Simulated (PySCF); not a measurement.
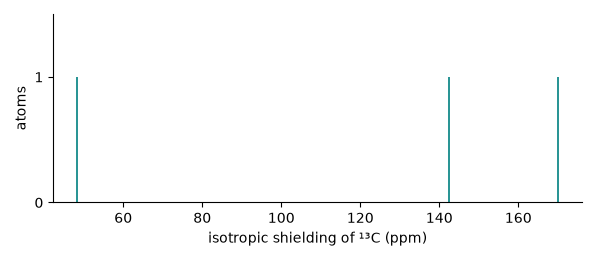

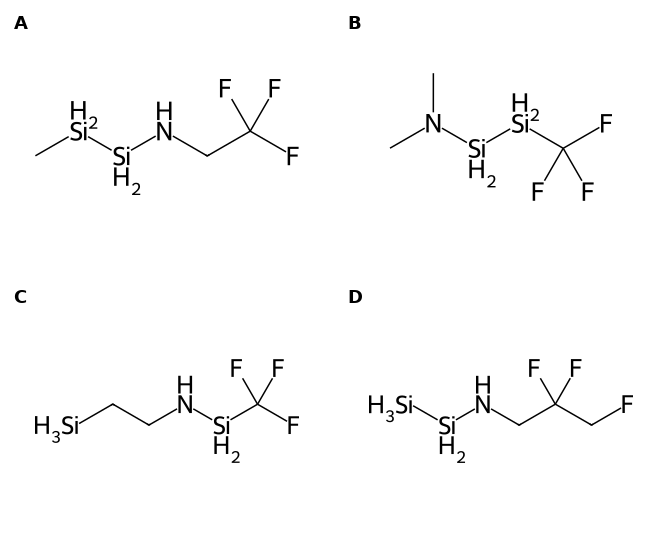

The sticks are computed shieldings of one of the molecules, for one fixed geometry (GFN2-xTB) without averaging over rotations. Low shielding means a high chemical shift. Method: GIAO PBE0/pcSseg-1 NMR shielding, non-relativistic, gas phase (PySCF 2.14.0).

**Which molecule gives this pattern?**

C, `FC(F)(F)[SiH2]NCC[SiH3]`. Its 3 C atoms give lines at 48.3, 142.5, 170.0 ppm.

The geometry is semi-empirical. Around Si such bond lengths and angles can be off by a tenth of an ångström or more and by several degrees, and values that hang on the shape move with them.
